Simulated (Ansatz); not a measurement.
**CH5Al (AlH2Me): BLYP/STO-3G**

What is the electronic atomisation energy of CH5Al (AlH2Me) at BLYP/STO-3G? 

Program for the calculation: Ansatz 0.2.0.

56 further runs of the same task are left out: 2 that didn't finish, 54 set aside as unsound or not needed.

## (1) The system as given

CH5Al has 7 atoms, charge 0, and is taken as a singlet. SMILES: `[H][Al]([H])[CH3]`. Geometry: a GFN2-xTB relaxation, a rough one for these elements and not checked as a minimum.

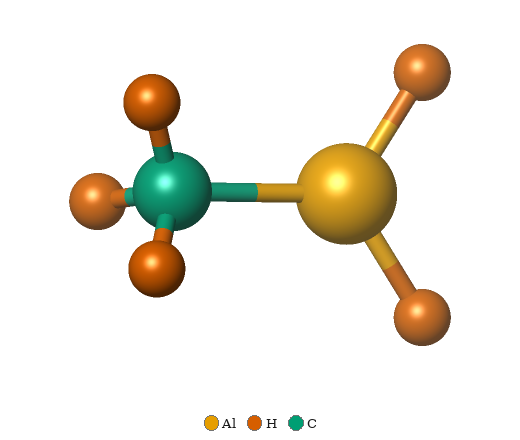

The structure, seen from a chosen angle (aluminium amber, hydrogen orange, carbon teal).

## (2) The energy at BLYP/STO-3G

The input, job.yaml:

```yaml
crystal:
  periodic: [false, false, false]
  atoms:
    - {symbol: Al, position_ang: [0.532240, 0.925980, -0.002840]}
    - {symbol: H, position_ang: [2.079610, 1.030730, 0.039470]}
    - {symbol: H, position_ang: [-0.157080, 2.315610, -0.032820]}
    - {symbol: C, position_ang: [-0.456800, -0.794540, -0.002750]}
    - {symbol: H, position_ang: [-0.578610, -1.223840, -1.005100]}
    - {symbol: H, position_ang: [-1.469240, -0.690290, 0.408830]}
    - {symbol: H, position_ang: [0.049890, -1.563640, 0.595200]}
basis:
  gaussian:
    orbitals: STO-3G
hamiltonian:
  xc: {name: BLYP}
accuracy: high
```

Command:

```
$ ansatz run job.yaml --threads 1 --pin off --max-ram 2610MiB --events-out events.jsonl --progress --plain --runs-dir runs
```

The log of the run:

```text
Warning: RAYON_NUM_THREADS=1 ignored (pool sized by the plan → 1); use --threads N
Functional definition: BLYP
  name "BLYP"
  parameter beta = 0.0042
  parameter a = 0.04918
  parameter b = 0.132
  parameter c = 0.2533
  parameter d = 0.349
  exchange = b88_x(beta = beta)
  correlation = lyp_c(a = a, b = b, c = c, d = d)
336 factors; integrals over basis functions are off by at most 1.4e-8 eV
mean field evaluation 1: about -7619.1363 eV, gradient 2.4e1 eV
mean field evaluation 2: about -7619.3089 eV, gradient 2.3e1 eV
mean field evaluation 4: about -7621.0791 eV, gradient 5.2e-1 eV
mean field evaluation 8: about -7621.0032 eV, gradient 5.2e-3 eV
mean field evaluation 16: about -7621.0032 eV, gradient 7.6e-9 eV
mean field -7621.00322296 eV, -280.0667027423 hartree, gradient 8.8e-9 eV, S^2 0.000000; 0 other end points of the search recorded, 0 dependent functions left out
reference -7621.00326349 eV, -280.0667042317 hartree; 12, 12 occupied and 7, 7 virtual orbitals, 336 factors
Total energy: -7621.00326349 eV, -280.0667042317 hartree
```

Run time: 1.1 s. Hardware: 1 thread of Arm Neoverse V2, shared host; peak memory 0.098 GiB.

## (3) The Al atom

The input, job.yaml:

```yaml
crystal:
  periodic: [false, false, false]
  atoms:
    - {symbol: Al, position_ang: [0.000000, 0.000000, 0.000000]}
basis:
  gaussian: {orbitals: STO-3G}
total_charge: 0
magnetization: {spin_polarized: true, initial_magnetization: 1}
hamiltonian: {xc: {name: BLYP}}
accuracy: high
```

Run the same way, it converges to -239.29454 Eh (log not shown).

## (4) The C atom at the same level

The input, input.yaml:

```yaml
crystal:
  periodic: [false, false, false]
  atoms:
    - {symbol: C, position_ang: [0.000000, 0.000000, 0.000000]}
basis:
  gaussian:
    orbitals: STO-3G
magnetization:
  spin_polarized: true
  initial_magnetization: 2
hamiltonian:
  xc: {name: BLYP}
accuracy: high
```

Command:

```
$ ansatz run input.yaml --threads 1 --pin off --max-ram 2610MiB --events-out events.jsonl --progress --plain --runs-dir runs
```

The log of the run (excerpt; [...] marks lines left out):

```text
Warning: RAYON_NUM_THREADS=1 ignored (pool sized by the plan → 1); use --threads N
[... 9 set-up lines as earlier in the session ...]
15 factors; integrals over basis functions are off by at most 9.8e-10 eV
mean field evaluation 1: about -1015.8816 eV, gradient 2.2e-12 eV
mean field evaluation 2: about -1015.8817 eV, gradient 7.6e-12 eV
mean field evaluation 4: about -1015.8816 eV, gradient 0.0e0 eV
mean field evaluation 8: about -1015.8817 eV, gradient 9.3e-2 eV
mean field evaluation 16: about -1015.8817 eV, gradient 2.2e-8 eV
mean field -1015.88167699 eV, -37.3329630400 hartree, gradient 6.1e-24 eV, S^2 2.000000; 4 other end points of the search recorded, 0 dependent functions left out
reference -1015.88169492 eV, -37.3329636988 hartree; 4, 2 occupied and 1, 3 virtual orbitals, 15 factors
Total energy: -1015.88169492 eV, -37.3329636988 hartree
```

Run time: 0.4 s. Hardware: 1 thread of Arm Neoverse V2, shared host.

## (5) The H atom at the same level

The input, job.yaml:

```yaml
crystal:
  periodic: [false, false, false]
  atoms:
    - {symbol: H, position_ang: [0.000000, 0.000000, 0.000000]}
basis:
  gaussian:
    orbitals: STO-3G
magnetization:
  spin_polarized: true
  initial_magnetization: 1
hamiltonian:
  xc: {name: BLYP}
accuracy: high
```

Run the same way, it converges to -0.46274 Eh (log not shown).

## (6) Results

At BLYP/STO-3G:

| quantity | value |
| --- | --- |
| molecule: total energy | -280.06670 Eh |
| Al atom: total energy | -239.29454 Eh |
| Al atom: ⟨S²⟩ | 0.750 |
| C atom: total energy | -37.33296 Eh |
| C atom: ⟨S²⟩ | 2.000 |
| H atom: total energy | -0.46274 Eh |
| H atom: ⟨S²⟩ | 0.750 |
| electronic atomisation energy | 30.626 eV |

What this shows: Taking the molecule apart into free atoms costs 30.63 eV (2955 kJ/mol), before zero-point energy and without spin-orbit coupling. In a minimal basis such a difference can be off by several eV, whatever the method.
